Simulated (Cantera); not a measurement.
Feed: 1 mol B2O3, 0.12 mol NH3, a varied amount of N2, equilibrated at 1700 °C and 0.195 Torr.

Equilibrium computed with Cantera from the NASA thermochemical tables; the gas is ideal and each condensed phase is pure. Candidate condensed phases: B, BN, B2O3, B3O3H3, H2O; 39 gas species. Equilibrium is a limit: real reactors are often held back by kinetics, nucleation or transport.

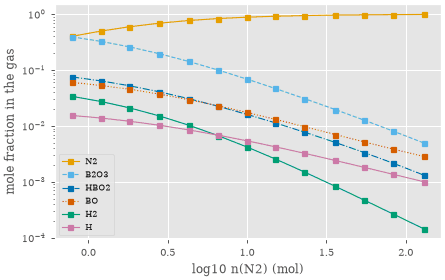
Fig. 1. Equilibrium gas composition (values under 1e-9 drawn at 1e-9)

Question: Read off the mole fractions at 4.3 mol N2.

Answer: N2 about 0.77, B2O3 about 0.14, HBO2 about 0.031, BO about 0.030, H2 about 0.010, H about 0.0085.
